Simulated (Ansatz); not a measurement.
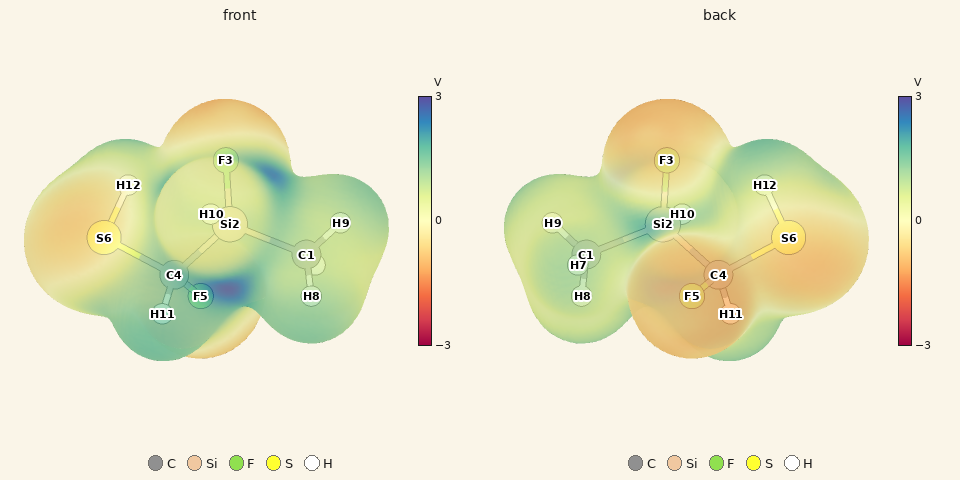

Figure 1: C₂H₆F₂SSi (SMILES C[SiH](F)C(F)S). The molecular electrostatic potential painted on the density surface at 0.004 e/bohr³, seen from the front and from behind; the colour scale runs from red (negative) to blue (positive).

Computed with RKS r2SCAN/def2-SVP (Ansatz).

Input

```
crystal:
  periodic: [false, false, false]
  atoms:
    - { symbol: C, position_ang: [0.1894, -1.9037, -0.0769] }
    - { symbol: Si, position_ang: [0.6253, -0.0953, 0.1879] }
    - { symbol: F, position_ang: [1.5742, 0.3371, -1.0285] }
    - { symbol: C, position_ang: [-0.7653, 1.0436, 0.2363] }
    - { symbol: F, position_ang: [-1.5968, 0.8373, -0.8937] }
    - { symbol: S, position_ang: [-0.3256, 2.7832, 0.3018] }
    - { symbol: H, position_ang: [-0.3766, -1.9707, -1.027] }
    - { symbol: H, position_ang: [-0.4657, -2.2028, 0.7112] }
    - { symbol: H, position_ang: [1.0256, -2.49, -0.0874] }
    - { symbol: H, position_ang: [1.4109, -0.0091, 1.4787] }
    - { symbol: H, position_ang: [-1.4819, 0.8203, 1.1271] }
    - { symbol: H, position_ang: [0.2636, 2.795, -0.8955] }
basis:
  gaussian: { orbitals: def2-SVP }
hamiltonian:
  xc: r2scan
relax:
  f_tol: 0.015
  max_steps: 40
output:
  orbitals: {}
```

Command:

```sh
ansatz run input.yaml --threads 2 --pin off --max-ram 3072MiB --backend cpu --events-out ev --progress --plain --runs-dir out
```

The fields are those of the run's last geometry, not of the input's.

Q: Which sites attract a positive test charge, and which a negative one?

A: A positive charge is drawn to the negative regions and a negative charge to the positive ones. The most negative region (about −1.1 V) lies over F5, the most positive (about +2.5 V) over Si2.
